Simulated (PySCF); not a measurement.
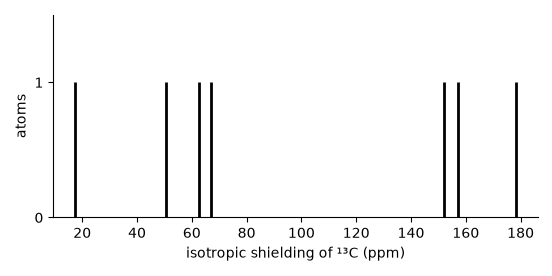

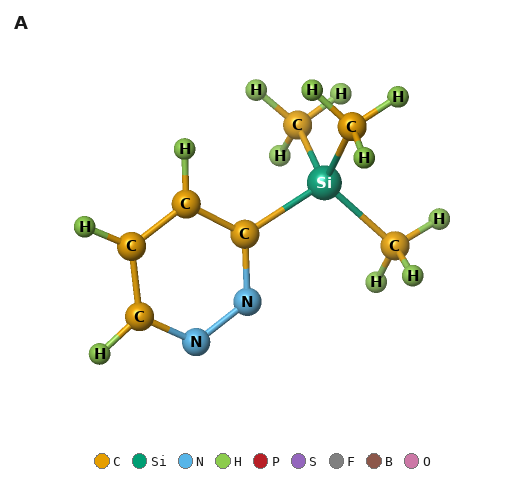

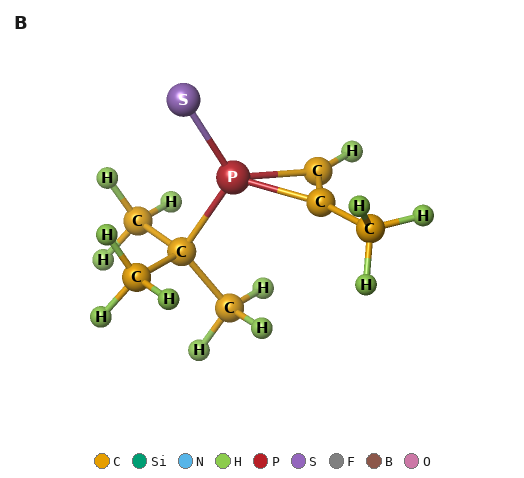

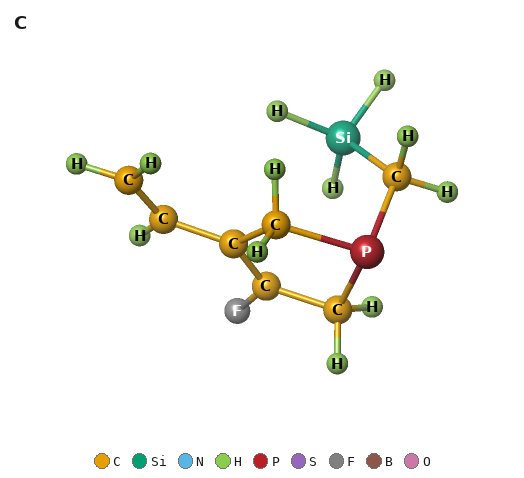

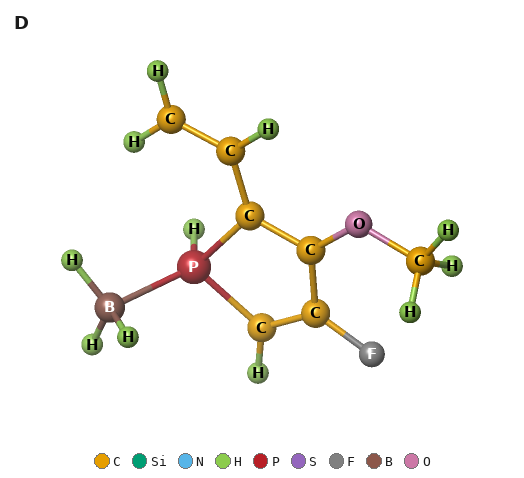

The sticks are computed shieldings of one of the molecules, for one fixed geometry (GFN2-xTB) without averaging over rotations. Low shielding means a high chemical shift. Method: GIAO PBE0/pcSseg-1 NMR shielding, non-relativistic, gas phase (PySCF 2.14.0).

> Match the spectrum to a structure.

C, `C=CC1=C(F)CP(C[SiH3])C1`. Its 7 C atoms give lines at 17.4, 50.7, 62.7, 66.8, 151.9, 157.2, 178.1 ppm.

The geometry is semi-empirical. Around B, P, Si such bond lengths and angles can be off by a tenth of an ångström or more and by several degrees, and values that hang on the shape move with them.
